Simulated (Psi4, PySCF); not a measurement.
Two rigid molecules brought together: HBr ··· BCl3 (SMILES Br and ClB(Cl)Cl). Monomers: optimised at B3LYP-D3(BJ) (def2-TZVP), held rigid. Orientation: a random orientation, not optimised. The monomers approach along the line of their centres of mass (distance R); nothing else relaxes.

Geometry at R = 5.48 Å (first 2 atoms: monomer A):
```
6

Br     0.7124     0.0000     0.0000
H     -0.7124     0.0000     0.0000
Cl     1.7658    -3.6574    -0.9688
B      1.2820    -5.3192    -1.1927
Cl     2.2160    -6.6042    -0.4702
Cl    -0.1353    -5.6960    -2.1388
```

Levels: SCS-MP2/aug-cc-pVDZ = DF-SCS-MP2/aug-cc-pVDZ, frozen core, counterpoise-corrected in Psi4 1.11; PBE-D3(BJ)/def2-TZVP, counterpoise-corrected (Psi4); RKS-B3LYP/6-31G* = PySCF with restricted B3LYP/6-31G*, spherical d, no counterpoise correction; PBE/def2-TZVP, counterpoise-corrected (Psi4); HF/aug-cc-pVDZ, counterpoise-corrected (Psi4).

Interaction energies in kJ/mol (negative: bound); R is the distance of the centres of mass, d the Br1···Cl3 distance.

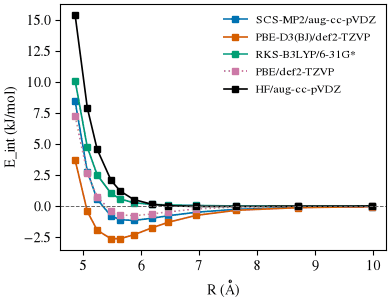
*Interaction energy against separation.*

```tsv
R / Å	d / Å	SCS-MP2/aug-cc-pVDZ	PBE-D3(BJ)/def2-TZVP	RKS-B3LYP/6-31G*	PBE/def2-TZVP	HF/aug-cc-pVDZ
4.86	3.32	8.42	3.70	10.08	7.23	15.35
5.07	3.52	2.77	-0.44	4.73	2.62	7.89
5.24	3.69	0.53	-1.95	2.50	0.75	4.56
5.48	3.93	-0.81	-2.64	1.01	-0.43	2.06
5.64	4.09	-1.11	-2.62	0.56	-0.71	1.19
5.87	4.31	-1.16	-2.32	0.27	-0.78	0.52
6.18	4.62	-0.99	-1.77	0.13	-0.64	0.14
6.46	4.90	-0.79	-1.32	0.09	-0.47	0.02
6.95	5.38	-0.50	-0.75	0.04	-0.24	-0.04
7.64	6.07	-0.27	-0.35	0.00	-0.08	-0.03
8.70	7.12	-0.11	-0.13	-0.01	-0.03	-0.02
9.97	8.39	-0.05	-0.05	0.00	-0.01	-0.01
```

Lowest grid point: SCS-MP2/aug-cc-pVDZ -1.16 kJ/mol at R = 5.87 Å; PBE-D3(BJ)/def2-TZVP -2.64 kJ/mol at R = 5.48 Å; RKS-B3LYP/6-31G* -0.01 kJ/mol at R = 8.70 Å; PBE/def2-TZVP -0.78 kJ/mol at R = 5.87 Å; HF/aug-cc-pVDZ -0.04 kJ/mol at R = 6.95 Å.
